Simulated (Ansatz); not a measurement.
# C2HBF2 (SMILES C#CB(F)F): HF/3-21G

Aim: the electronic atomisation energy of C2HBF2 at HF/3-21G, from 5 runs. 

The calculation is run with Ansatz 0.2.0.

36 further runs of the same task are left out: 36 set aside as unsound or not needed.

**1. Starting point**

C2HBF2: 6 atoms, total charge 0, spin state singlet. SMILES: `C#CB(F)F`. The shape is that of a PBE0-D4/def2-TZVP optimisation.

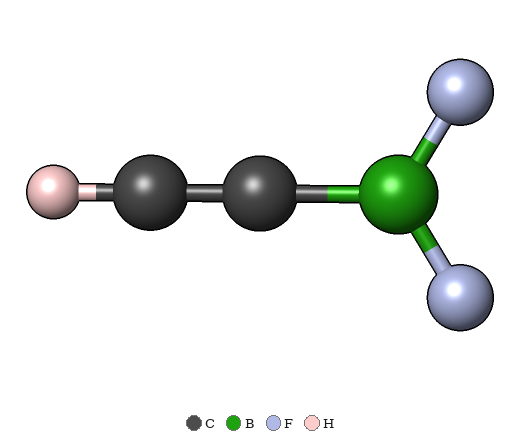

Viewed from a chosen angle; carbon dark grey, boron green, fluorine light blue, hydrogen pink.

**2. A single-point energy at HF/3-21G**

Contents of molecule.yaml:

```yaml
basis:
  gaussian: {orbitals: 3-21G.json}
crystal:
  periodic: [false, false, false]
  atoms:
    - {symbol: C, position_ang: [-0.883700, 0.450800, 1.253400]}
    - {symbol: C, position_ang: [-0.218600, 0.106200, 0.311700]}
    - {symbol: B, position_ang: [0.622000, -0.329200, -0.878400]}
    - {symbol: F, position_ang: [0.153600, -1.179500, -1.766600]}
    - {symbol: F, position_ang: [1.841700, 0.131700, -1.054100]}
    - {symbol: H, position_ang: [-1.473000, 0.756000, 2.087900]}
hamiltonian: {xc: hf}
accuracy: high
output: {orbitals: {seedname: orbitals}}
```

The basis set 3-21G is read from a file made from the Basis Set Exchange's data (not shown).

On the command line:

```
ansatz run molecule.yaml --threads 1 --pin off --max-ram 3480MiB --events-out events.jsonl --progress --plain --runs-dir runs
```

The program printed:

```text
Warning: RAYON_NUM_THREADS=1 ignored (pool sized by the plan → 1); use --threads N
Functional definition: HF
  name "HF"
  exchange = exact_x
  correlation = 0
1014 factors; integrals over basis functions are off by at most 4.4e-9 eV
mean field evaluation 1: about -8115.8563 eV, gradient 3.1e1 eV
mean field evaluation 2: about -8116.1853 eV, gradient 3.1e1 eV
mean field evaluation 4: about -8118.3533 eV, gradient 2.4e0 eV
mean field evaluation 8: about -8118.3856 eV, gradient 1.8e-1 eV
mean field evaluation 16: about -8118.3859 eV, gradient 4.9e-8 eV
mean field -8118.38588257 eV, -298.3451783448 hartree, gradient 4.9e-8 eV, S^2 0.000000; 0 other end points of the search recorded, 0 dependent functions left out
reference -8118.38588257 eV, -298.3451783448 hartree; 18, 18 occupied and 29, 29 virtual orbitals, 1014 factors
Total energy: -8118.38588257 eV, -298.3451783448 hartree
```

Run time: 0.46 s. Hardware: 1 thread of Arm Neoverse V1, shared host; peak memory 0.095 GiB.

**3. The B atom**

Contents of in.yaml:

```yaml
crystal:
  periodic: [false, false, false]
  atoms:
    - {symbol: B, position_ang: [0.000000, 0.000000, 0.000000]}
basis:
  gaussian: {orbitals: 3-21G.json}
hamiltonian: {xc: hf}
magnetization: {spin_polarized: true, initial_magnetization: 1}
accuracy: high
```

The basis set 3-21G is read from a file made from the Basis Set Exchange's data (not shown).

Run the same way, it converges to -24.38976 Eh (log not shown).

**4. The C atom at the same level**

Contents of input.yaml:

```yaml
crystal:
  periodic: [false, false, false]
  atoms:
    - {symbol: C, position_ang: [0.000000, 0.000000, 0.000000]}
basis:
  gaussian:
    orbitals: 3-21G.json
total_charge: 0
magnetization:
  spin_polarized: true
  initial_magnetization: 2
hamiltonian:
  xc: hf
accuracy: high
```

The basis set 3-21G is read from a file made from the Basis Set Exchange's data (not shown).

Run the same way, it converges to -37.48107 Eh (log not shown).

**5. The F atom at the same level**

Contents of in.yaml:

```yaml
basis:
  gaussian: {orbitals: 3-21G.json}
crystal:
  periodic: [false, false, false]
  atoms:
    - {symbol: F, position_ang: [0.000000, 0.000000, 0.000000]}
magnetization: {spin_polarized: true, initial_magnetization: 1}
hamiltonian: {xc: hf}
accuracy: high
```

The basis set 3-21G is read from a file made from the Basis Set Exchange's data (not shown).

On the command line:

```
ansatz run in.yaml --threads 1 --pin off --max-ram 3480MiB --events-out events.jsonl --progress --plain --runs-dir runs
```

The program printed:

```text
Warning: RAYON_NUM_THREADS=1 ignored (pool sized by the plan → 1); use --threads N
[... 4 set-up lines as earlier in the session ...]
42 factors; integrals over basis functions are off by at most 1.1e-8 eV
mean field evaluation 1: about -2689.6565 eV, gradient 4.1e0 eV
mean field evaluation 2: about -2689.6568 eV, gradient 4.1e0 eV
mean field evaluation 4: about -2689.7090 eV, gradient 3.8e-1 eV
mean field evaluation 8: about -2689.7097 eV, gradient 1.4e-7 eV
mean field evaluation 16: about -2689.7097 eV, gradient 2.7e-2 eV
mean field -2689.70972651 eV, -98.8450092986 hartree, gradient 5.0e-8 eV, S^2 0.750308; 0 other end points of the search recorded, 0 dependent functions left out
reference -2689.70972651 eV, -98.8450092986 hartree; 5, 4 occupied and 4, 5 virtual orbitals, 42 factors
Total energy: -2689.70972651 eV, -98.8450092986 hartree
```

Wall time 0.04 s (1 thread of Arm Neoverse V1, shared host).

**6. The H atom at the same level**

Contents of run.yaml:

```yaml
crystal:
  periodic: [false, false, false]
  atoms:
    - {symbol: H, position_ang: [0.000000, 0.000000, 0.000000]}
basis:
  gaussian: {orbitals: 3-21G.json}
total_charge: 0
magnetization: {spin_polarized: true, initial_magnetization: 1}
hamiltonian: {xc: hf}
accuracy: high
```

The basis set 3-21G is read from a file made from the Basis Set Exchange's data (not shown).

Run the same way, it converges to -0.49620 Eh (log not shown).

**7. What came out**

Level: HF/3-21G.

```
                     quantity          value
       molecule: total energy  -298.34518 Eh
        molecule: HOMO energy      -11.79 eV
        molecule: LUMO energy        2.66 eV
      molecule: HOMO–LUMO gap       14.45 eV
         B atom: total energy   -24.38976 Eh
                 B atom: ⟨S²⟩          0.750
         C atom: total energy   -37.48107 Eh
                 C atom: ⟨S²⟩          2.001
         F atom: total energy   -98.84501 Eh
                 F atom: ⟨S²⟩          0.750
         H atom: total energy    -0.49620 Eh
                 H atom: ⟨S²⟩          0.750
electronic atomisation energy      21.961 eV
```

Taking the molecule apart into free atoms costs 21.96 eV (2119 kJ/mol), before zero-point energy and without spin-orbit coupling. Hartree–Fock lacks the correlation of the bonding pairs, which as a rule makes this value much too low; in minimal bases other errors can mask that. The basis has no polarisation functions, which makes bonds too weak.
